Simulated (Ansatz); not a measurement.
**Computed scan of one atom of the cell: HfO2 (fluorite)**

Relaxed HfO2 (fluorite):

```xyz
6
Lattice="0.0000 5.0585 5.0585 2.5292 0.0000 2.5292 2.5292 2.5292 0.0000" Properties=species:S:1:pos:R:3 pbc="T T T"
Hf     0.0000     0.0000     0.0000
Hf     0.0000     2.5292     2.5292
O      1.2646     1.2646     1.2646
O      1.2646     3.7938     3.7938
O      3.7938     3.7938     3.7938
O      3.7938     6.3231     6.3231
```

In each cell atom 5 (O, nearest neighbour Hf at 2.190 Å; its periodic images, 3.6 Å or more away, move with it) moves by s·(0.577, 0.577, 0.577) (along Cartesian [111]), the rest being held.

All values below come from r2SCAN (plane waves to 500 eV, PAW, scalar-relativistic; Ansatz, an electronic-structure program). k mesh 9×9×9 (Γ-centred), Fermi-Dirac smearing 0.05 eV. The energy includes the smearing's −TS. Left out: 3 of 11 points, with atoms too close for the PAW data. HfO2 is run without spin polarisation. HfO2 was relaxed with its symmetry unable to fall. Spin-orbit coupling is left out, though Hf is heavy. This is a high-temperature form of HfO2. The zero of ΔE is the undisplaced structure.

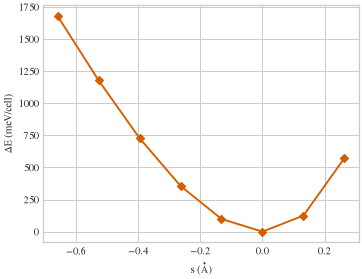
*ΔE (meV/cell) against s (Å); markers are the computed points, lines only join them.*

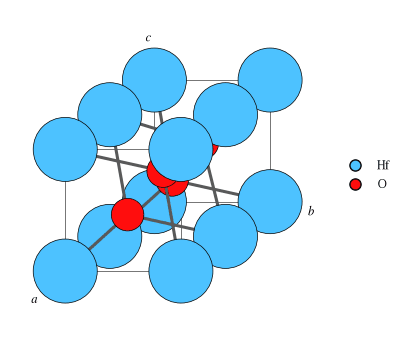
*The cell of the calculation at s = -0.660 Å.*

The force along the line at s = -0.660 Å is 3.91 eV/Å and the energy at s = 0.264 Å is 572 meV/cell. Symmetry of the curve: not even: the positive side lies higher at ±0.264 Å. Shape of the curve: a single well with its minimum at or next to zero displacement. Harmonic estimate at the end of the scan: ½ks² = 441 meV/cell against the computed 572 meV/cell, so the well is stiffer than harmonic there.

With its periodic images moving along, the atom's site symmetry in this cell is 3m.

(A displaced cell: forces are minus the slopes of the energy, force constants its curvatures, and phonons follow from these.)
